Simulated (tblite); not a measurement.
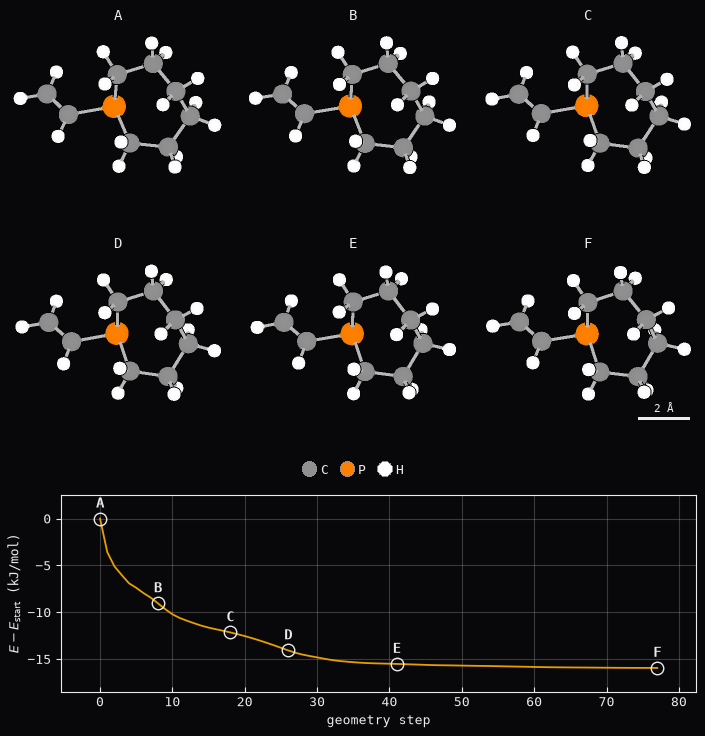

Frames of a relaxation of C$_{8}$H$_{15}$P, marked on the history of the run. Style: ball-and-stick. Shown at a tilt.

These are results of GFN2-xTB geometry optimisation, gas phase (tblite), not measurements. 

### Describe the path.

The energy falls by 15.9 kJ/mol in 77 geometry steps. The largest move after the best rigid fit is that of an H atom, 0.46 Å. Largest moves by element: H 0.46 Å, C 0.17 Å, P 0.12 Å. Near-neighbour distances that change, for instance: C–C 1.346 → 1.323 Å, C–P 1.845 → 1.864 Å, C–H 1.077 → 1.095 Å, C–P 1.845 → 1.828 Å. Bond angles that change, for instance: P–C–H 121.6° → 117.1°, C–C–C 118.0° → 113.5°, C–P–C 98.7° → 95.3°. From step 0 to 8: an H atom moves most (0.10 Å), energy −9.04 kJ/mol. From step 8 to 18: an H atom moves most (0.11 Å), energy −3.10 kJ/mol. From step 18 to 26: an H atom moves most (0.14 Å), energy −1.92 kJ/mol. From step 26 to 41: an H atom moves most (0.11 Å), energy −1.44 kJ/mol. From step 41 to 77: an H atom moves most (0.09 Å), energy −0.43 kJ/mol.
